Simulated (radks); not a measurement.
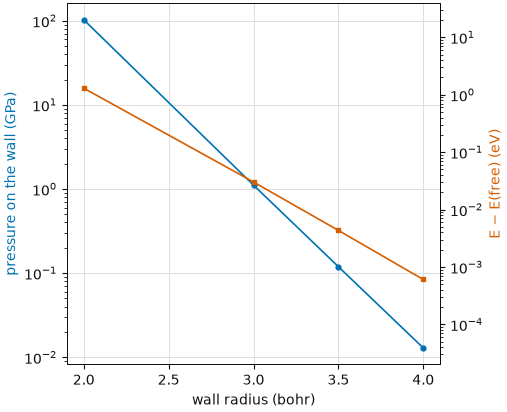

Li⁺ (Z = 3, 2 electrons); electrons: 1s2. It is put inside a hard spherical wall of varying radius. Method: scalar-relativistic Kohn-Sham, PBE, spin-polarised, spherical densities, point nucleus; computed with the in-house radial solver radks. The plot shows the pressure on the wall (left axis) and the energy above the free species (right axis).

**How do pressure and energy grow as the wall closes in?**

The pressure grows from 0.013 GPa at 4 bohr through 0.12 GPa at 3.5 bohr to 100 GPa at 2 bohr, and the energy above the free species from 0.000606 eV through 0.00434 eV to 1.30 eV. The pressure is −dE/dV with V = 4πR³/3.
